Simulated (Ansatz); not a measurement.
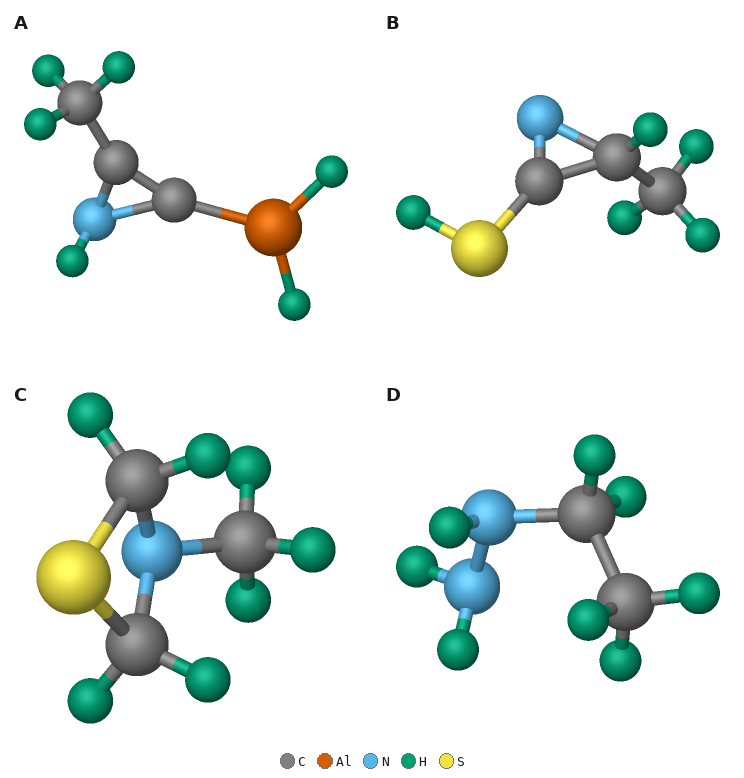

Figure made from data computed with Ansatz.

```xyz
12
charge 0, multiplicity 1
C    -1.1292    0.4987    0.6427
N     0.0519   -0.2880    0.4113
C     1.2849    0.4423    0.1620
S     1.8410   -0.8079   -1.0470
C     0.0608   -1.1172   -0.7837
H    -1.9875   -0.1609    0.7909
H    -1.3592    1.1860   -0.1905
H    -1.0045    1.0910    1.5523
H     1.9331    0.5540    1.0340
H     1.1300    1.4219   -0.3151
H    -0.5441   -0.7109   -1.6084
H    -0.2004   -2.1641   -0.6144
```

**Which panel shows the molecule in this file?**

C. The file holds C3H7NS, `CN1CSC1`.
